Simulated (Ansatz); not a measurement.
## C4H7Al: single-point calculation

The run: single-point calculation of C4H7Al, SMILES C[C]1([AlH2])C=C1. Method and program: RKS PBE-D4/def2-TZVPP (Ansatz 0.2.0).

The geometry comes from this level: PBE0-D4/def2-TZVP. Figures and captions count atoms from 1; the log counts them from 0 in places.

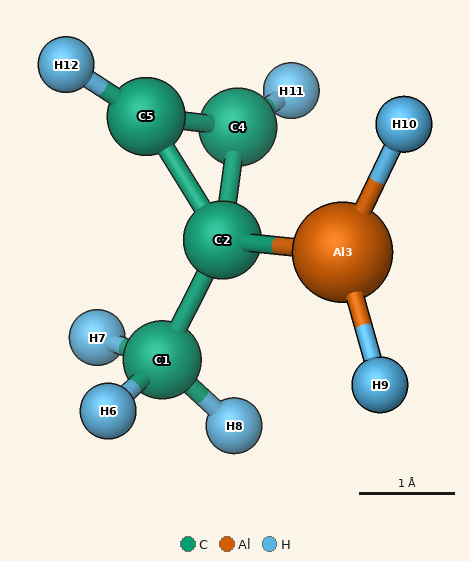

Fig. 1: The structure as given in the input (ball-and-stick view, seen at a tilt; atoms are numbered from 1 in the order of the input). Sticks mark near contacts. Bond lengths as drawn: Al–C 1.95 Å, Al–H 1.59 Å, C–C 1.28 to 1.53 Å and C–H 1.08 to 1.10 Å.

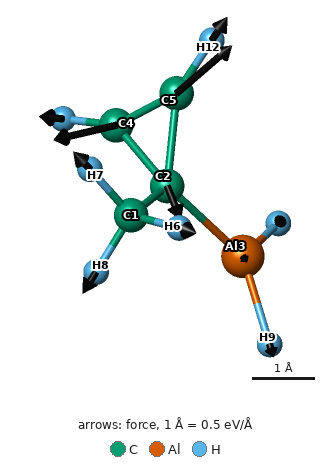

Fig. 2: Forces on the atoms as black arrows (ball-and-stick view, seen at a tilt; atoms are numbered from 1 in the order of the input); the smallest are left out. The largest act on C4, C5 (0.65 eV/Å); C2 (0.31 eV/Å); H11, H12 (0.24 eV/Å); H7 (0.22 eV/Å), among others. The geometry is not a stationary point of this energy.

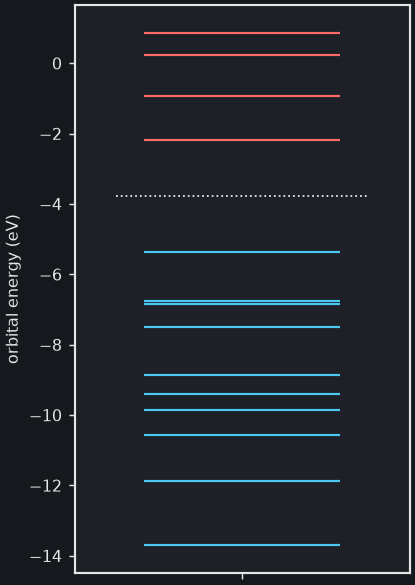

Fig. 3: Orbital energies near the frontier; the dotted line parts filled from empty levels, and levels within 0.02 eV of each other stand side by side. Highest filled −5.37 eV, lowest empty −2.19 eV, 3.18 eV apart.

The input that produced these results follows, with the program's output.

Input
```yaml
crystal:
  periodic: [false, false, false]
  atoms:
    - {symbol: C, position_ang: [-1.402030, 0.127112, 0.504421]}
    - {symbol: C, position_ang: [0.004014, -0.005023, -0.057311]}
    - {symbol: Al, position_ang: [1.521867, -0.161455, 1.157878]}
    - {symbol: C, position_ang: [0.148606, -0.649295, -1.439467]}
    - {symbol: C, position_ang: [0.273342, 0.625637, -1.427444]}
    - {symbol: H, position_ang: [-1.500780, 1.015075, 1.137372]}
    - {symbol: H, position_ang: [-2.143322, 0.205627, -0.298605]}
    - {symbol: H, position_ang: [-1.670967, -0.735180, 1.123284]}
    - {symbol: H, position_ang: [1.347100, -0.144202, 2.742728]}
    - {symbol: H, position_ang: [2.972927, -0.309831, 0.522324]}
    - {symbol: H, position_ang: [0.109619, -1.579591, -1.980473]}
    - {symbol: H, position_ang: [0.416624, 1.555926, -1.950608]}
basis:
  gaussian: {orbitals: def2-TZVPP}
hamiltonian: {xc: pbe, dispersion: d4}
output: {forces: true, orbitals: {seedname: orbitals}}
```

Command:
```bash
ansatz run in.yaml --threads 4 --pin off --events-out ev --progress --plain --max-ram 10444MiB
```

Output
```
Functional definition: PBE
  name "PBE"
  cite "Perdew, Burke & Ernzerhof, Phys. Rev. Lett. 77, 3865 (1996) doi:10.1103/PhysRevLett.77.3865"
  parent pbe
  parameter kappa = 0.804
  parameter beta = 0.06672455060314922
  exchange = pbe_x(kappa = kappa, mu = beta*pi^2/3)
  correlation = pbe_c(beta = beta)
1402 factors; their error is unknown
mean field evaluation 1: about -10832.1291 eV, gradient 7.9e1 eV
mean field evaluation 2: about -10758.3459 eV, gradient 1.6e2 eV
mean field evaluation 4: about -10847.4631 eV, gradient 1.3e1 eV
mean field evaluation 8: about -10847.8744 eV, gradient 3.5e-1 eV
mean field evaluation 16: about -10847.8468 eV, gradient 1.4e-3 eV
mean field -10847.84682012 eV, -398.6510177047 hartree, gradient 1.9e-5 eV, S^2 0.000000; 0 other end points of the search recorded, 0 dependent functions left out
the calculation of the forces begins
reference -10847.84687365 eV, -398.6510196718 hartree; 22, 22 occupied and 242, 242 virtual orbitals, 1402 factors
Total energy: -10848.09995253 eV, -398.6603201492 hartree
Atom 0 at    -1.402030     0.127112     0.504421 Å, force     0.010004    -0.000420     0.012714 eV/Å
Atom 1 at     0.004014    -0.005023    -0.057311 Å, force     0.022028    -0.004861     0.308589 eV/Å
Atom 2 at     1.521867    -0.161455     1.157878 Å, force     0.037883    -0.007330     0.051310 eV/Å
Atom 3 at     0.148606    -0.649295    -1.439467 Å, force    -0.024333    -0.628128    -0.155933 eV/Å
Atom 4 at     0.273342     0.625637    -1.427444 Å, force     0.097143     0.623912    -0.144057 eV/Å
Atom 5 at    -1.500780     1.015075     1.137372 Å, force    -0.029600     0.167966     0.125565 eV/Å
Atom 6 at    -2.143322     0.205627    -0.298605 Å, force    -0.158465     0.016871    -0.154079 eV/Å
Atom 7 at    -1.670967    -0.735180     1.123284 Å, force    -0.061267    -0.161232     0.122416 eV/Å
Atom 8 at     1.347100    -0.144202     2.742728 Å, force    -0.010896     0.001893     0.117910 eV/Å
Atom 9 at     2.972927    -0.309831     0.522324 Å, force     0.103676    -0.009127    -0.049538 eV/Å
Atom 10 at     0.109619    -1.579591    -1.980473 Å, force    -0.013633    -0.209612    -0.119375 eV/Å
Atom 11 at     0.416624     1.555926    -1.950608 Å, force     0.027460     0.210066    -0.115523 eV/Å
Dipole moment:    -0.153132     0.016910    -0.226572 e Å
```

Key numbers

| quantity | value |
| --- | --- |
| outcome | converged |
| total energy | −10848.1000 eV |
| mean-field energy | −10847.8469 eV |
| dispersion energy | −0.2531 eV |
| SCF solution under orbital rotations | stable |
| HOMO | −5.37 eV |
| LUMO | −2.19 eV |
| largest force (length of the vector) | 0.648 eV/Å |
| dipole moment | 1.32 D |
| hardware | 4 threads of Arm Neoverse V1, 23 GiB of memory available, shared host |
| wall time | 3.1 s (CPU time 10 s) |
| peak memory | 0.34 GiB |
